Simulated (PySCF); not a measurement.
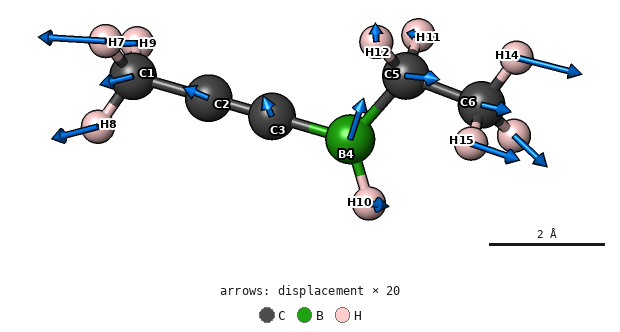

This is a relaxation of C$_{5}$H$_{9}$B. The starting structure is drawn; blue arrows show the displacements, magnified 20 times. The two geometries are superimposed by the best rigid fit.

The picture is a ball-and-stick view, seen at a tilt.

The start comes from GFN2-xTB.

These are results of PBE0-D3(BJ)/def2-SVP geometry optimisation, gas phase in PySCF 2.14.0, density-fitted response routines, not measurements. 

Q: What did the optimiser do to the structure, and how much energy did it gain?

A: An H atom moves most after the best rigid fit: 0.065 Å. By element the largest moves are H 0.065 Å, B 0.041 Å, C 0.038 Å. Some distances before and after: B–H 1.173 → 1.215 Å, B–C 1.498 → 1.515 Å, C–H 1.096 → 1.110 Å, C–C 1.209 → 1.223 Å. Among the angles between lasting bonds that change: B–C–H 108.2° → 105.3°, C–B–C 119.1° → 121.5°, C–C–H 108.7° → 110.9°. After 4 geometry steps the energy has fallen by 0.078 eV.
